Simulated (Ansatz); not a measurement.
**CH6SiSn: basis-set convergence**

How large a basis does CH6SiSn need? Two functionals are run in growing sets.

The runs use Ansatz 0.2.0, Gaussian basis; one geometry, several basis sets.

The runs, in order: PBE0-D4/def2-SVP; ωB97M-V/def2-SVP; PBE0-D4/def2-QZVPP; ωB97M-V/def2-QZVPP; the functionals' def2-TZVPP values are taken from earlier runs.

2 further runs of the same task are left out: 2 for a known fault of the program.

## Step 1: The relaxed structure

The geometry comes from an earlier relaxation with PBE0-D4 in a triple-zeta def2 set; it is a stationary point, not always the lowest conformer. Sn takes the def2 core potential; no spin-orbit term is included.

SMILES `[CH2]1[SiH2][SnH2]1`, 9 atoms, charge 0, spin multiplicity 1.

Atoms are counted from 1 here; the program's logs count them from 0.

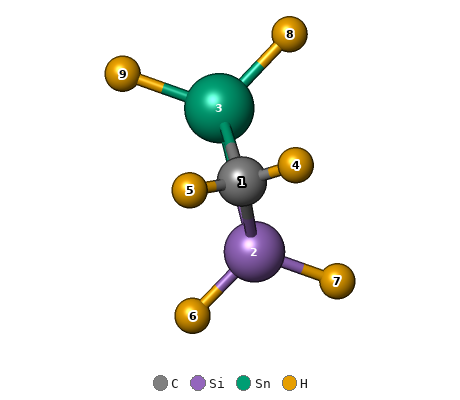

The geometry (carbon grey, silicon purple, tin teal, hydrogen amber); atoms are numbered from 1 in the order of the file.

## Step 2: PBE0-D4 in def2-SVP

File in.yaml:

```yaml
crystal:
  periodic: [false, false, false]
  atoms:
    - {symbol: C, position_ang: [-0.774686, 0.089128, -0.686908]}
    - {symbol: Si, position_ang: [0.857940, 0.931340, -0.355899]}
    - {symbol: Sn, position_ang: [0.114619, -0.945703, 1.068835]}
    - {symbol: H, position_ang: [-0.860542, -0.512293, -1.588441]}
    - {symbol: H, position_ang: [-1.683734, 0.649703, -0.483777]}
    - {symbol: H, position_ang: [0.822204, 2.320684, 0.161890]}
    - {symbol: H, position_ang: [1.946048, 0.729965, -1.343388]}
    - {symbol: H, position_ang: [0.482664, -2.569020, 0.737648]}
    - {symbol: H, position_ang: [-0.816014, -0.739904, 2.473042]}
basis:
  gaussian: {orbitals: def2-SVP}
hamiltonian: {xc: pbe0, dispersion: d4}
output: {orbitals: {seedname: orbitals}}
```

The run is started by

```console
ansatz run in.yaml --threads 2 --pin off --events-out ev --progress --plain --max-ram 4352MiB
```

Further steps of the session: ωB97M-V in def2-SVP; PBE0-D4 in def2-QZVPP; ωB97M-V in def2-QZVPP.

**Question.** What will the summary of the whole plan be? Wanted: PBE0-D4: double and triple zeta above quadruple; ωB97M-V: double and triple zeta above quadruple.

The runs gave:

```
                                       quantity          value
PBE0-D4: double and triple zeta above quadruple  4.67, 0.38 eV
ωB97M-V: double and triple zeta above quadruple  4.79, 0.36 eV
```

For PBE0-D4 the step from double to triple zeta gains 4.29 eV and the next only 0.38 eV. Total energies overstate the basis error of differences, where much of it tends to cancel. The LUMO of ωB97M-V is positive and keeps falling with the basis (1.13 to 0.62 eV): an unbound level that the basis holds in place.
